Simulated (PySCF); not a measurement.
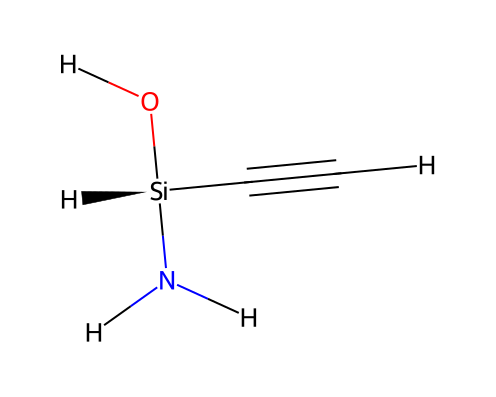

Computed geometry: PBE0-D3(BJ)/def2-SVP optimisation. No frequency run is at hand to confirm it as a minimum. Properties computed with CAM-B3LYP/pcSseg-2, gas phase (PySCF 2.14.0).

Q: Estimate the HOMO–LUMO gap.

A: 9.96 eV.

Q: Give the HOMO energy (Kohn–Sham orbital) at this level.

A: −9.19 eV.

Q: What is the dipole moment?

A: 1.00 D.
